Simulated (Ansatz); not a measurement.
CH$_{4}$AlFO

Input

```
crystal:
  periodic: [false, false, false]
  atoms:
    - { symbol: Al, position_ang: [0.793328, -0.209622, 0.038012] }
    - { symbol: F, position_ang: [-1.187714, -2.468795, -0.599731] }
    - { symbol: O, position_ang: [1.613082, -1.582116, -0.150268] }
    - { symbol: H, position_ang: [-0.304347, -2.703808, -0.560398] }
    - { symbol: C, position_ang: [-0.096871, 1.487651, 0.281914] }
    - { symbol: H, position_ang: [0.428541, 2.088762, 1.039856] }
    - { symbol: H, position_ang: [-1.134662, 1.335094, 0.612913] }
    - { symbol: H, position_ang: [-0.111258, 2.052833, -0.662199] }
basis:
  gaussian: { orbitals: def2-SVP }
hamiltonian:
  xc: pbe0
relax:
  f_tol: 0.03
  max_steps: 50
output:
  orbitals: {}
```

Launched as:

```sh
ansatz run input.yaml --threads 2 --pin off --max-ram 3072MiB --backend cpu --events-out ev --progress --plain --runs-dir out
```

The fields are those of the run's last geometry, not of the input's.

These are results of Ansatz, RKS PBE0/def2-SVP, not measurements.

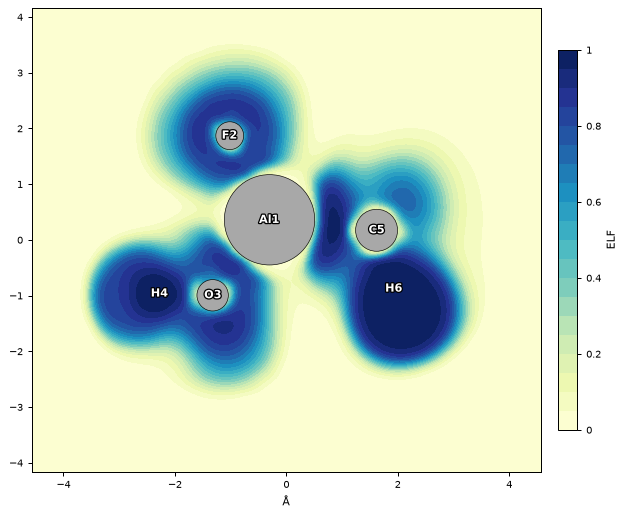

Figure 1. Electron localisation function on the plane of atoms Al1, O3 and H4. Grey discs cover the atomic cores.

Q: Interpret the plot.

A:
- The section cuts through Al, F, O, H and C sites.
- Al–F (1.67 Å): the ELF peaks at about 0.85 in the valence shell of F, 0.6 Å from its nucleus, and is about 0.30 at the midpoint.
- Al–O (1.70 Å): the ELF peaks at about 0.90 in the valence shell of O, 0.6 Å from its nucleus, and is about 0.40 at the midpoint.
- C–Al (1.93 Å): the ELF peaks at about 1 between the atoms (a shared but strongly polarised pair).
- O–H (0.96 Å): the ELF climbs to about 1 towards the hydrogen, as it does in any bond to H; a covalent bond by its length.
- C–H (1.10 Å): the ELF climbs to about 1 towards the hydrogen; an ordinary covalent bond to hydrogen.
- The ELF also peaks beside O3 and F2, away from the bonds: lone-pair regions.

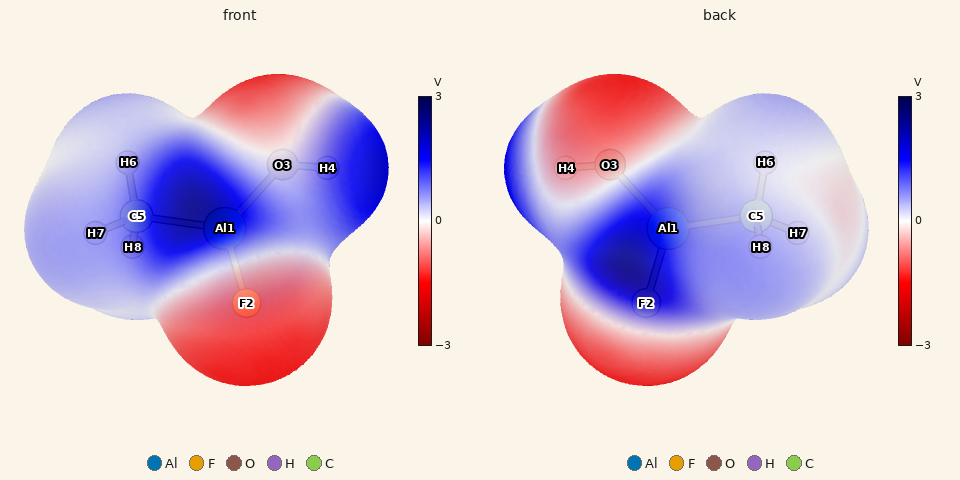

Figure 2. The molecular electrostatic potential painted on the density surface at 0.001 e/bohr³, seen from the front and from behind; the colour scale runs from red (negative) to blue (positive).

Q: Where is the surface potential most negative and most positive?

A: The most negative region (about −1.4 V) lies over F2 and O3, the most positive (about +2.4 V) over Al1.

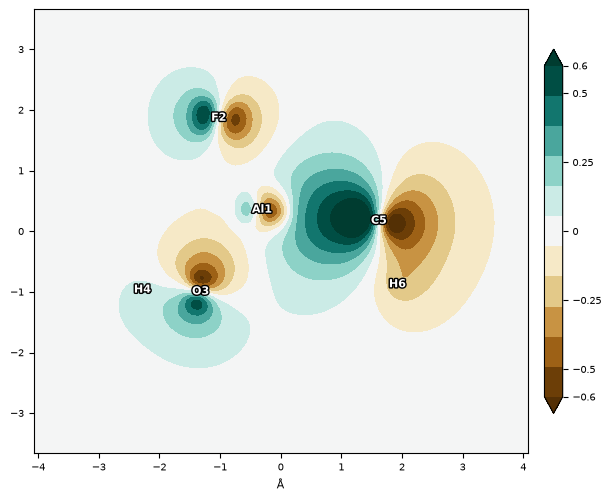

Figure 3. The HOMO on the plane of atoms F2, Al1 and O3 (values in Å⁻³ᐟ²; the overall sign is arbitrary).

Q: Describe this orbital and give its energy.

A: Its weight (Hirshfeld) is mainly on C5 (about 50 %), Al1 (about 20 %), O3 (about 10 %) and F2 (about 5 %). Its energy is −8.87 eV.
